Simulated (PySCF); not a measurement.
```xyz
17

Sn    0.1371    0.1922    0.0877
C    -0.2633   -0.0693    2.1638
C    -1.0196   -1.0938    2.5671
H     0.1405    0.6367    2.8996
H    -1.4378   -1.8151    1.8564
H    -1.2536   -1.2571    3.6263
C     2.1395   -0.1684   -0.5403
C     2.3970   -1.2573   -1.2699
H     2.9495    0.5195   -0.2711
H     1.6039   -1.9595   -1.5503
H     3.4097   -1.4939   -1.6181
C    -0.8807    1.8157   -0.8407
C    -1.9013    1.5559   -1.6625
H    -0.5819    2.8525   -0.6454
H    -2.2198    0.5291   -1.8746
H    -2.4620    2.3567   -2.1600
F    -0.7857   -1.3446   -0.7077
```

Geometry: PBE0-D3(BJ)/def2-SVP; core potentials replace the inner electrons of Sn.

Computed with B3LYP/def2-SVPD, SCF density, gas phase, scalar-relativistic core potentials on the heavy atoms (PySCF 2.14.0).

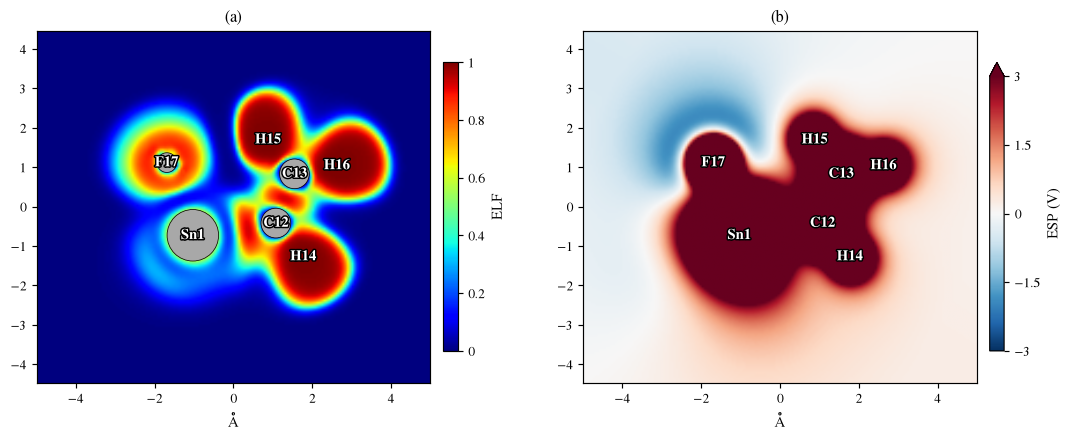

C₆H₉FSn (SMILES C=[CH][Sn]([F])([CH]=C)[CH]=C). (a) electron localisation function; (b) molecular electrostatic potential on the plane of atoms C12, C13 and H16. Grey discs cover the atomic cores in the ELF map.

### Describe what can be read from this map.

The plane passes through Sn, C, H and F nuclei.
C–C (1.34 Å): the ELF peaks at about 0.90 between the atoms: a multiple bond.
Sn–F (1.96 Å): the ELF peaks at about 0.80 in the valence shell of F, 0.5 Å from its nucleus, and drops to about 0.10 between the two atoms.
C–Sn (2.13 Å): the ELF peaks at about 0.90 in the valence shell of C, 0.7 Å from its nucleus, and drops to about 0.20 between the two atoms.
C–H (1.10 Å): the ELF climbs to about 1 towards the hydrogen, as it does in any bond to H: a covalent bond by its length.
The ELF also peaks beside F17, away from the bonds: lone-pair regions.
Outside the dense part of the molecule the potential is most negative (−1.9 V) near F17.
